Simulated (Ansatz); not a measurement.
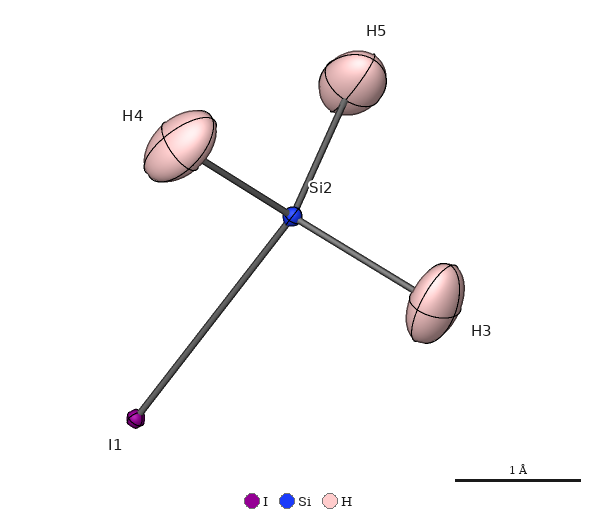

Displacement ellipsoids at the 50 % level, enlarged 1.5 times, from the internal vibrations of the free molecule (harmonic, no overall translation or rotation; no half-axis is drawn under 0.075 Å). Vibrations computed with RKS PBE0-D4/def2-TZVP, core potentials on I (Ansatz 0.2.0). Temperature: 200 K.

List U_eq and the three principal root-mean-square amplitudes for each kind of atom.

```json
{"atom": "I1", "U_eq (Å²)": "0.00003", "rms amplitudes (Å)": "0.001, 0.001, 0.009"}
{"atom": "Si2", "U_eq (Å²)": "0.00056", "rms amplitudes (Å)": "0.010, 0.010, 0.038"}
{"atom": "H3, H4, H5", "U_eq (Å²)": "0.0146", "rms amplitudes (Å)": "0.085, 0.108, 0.157"}
```
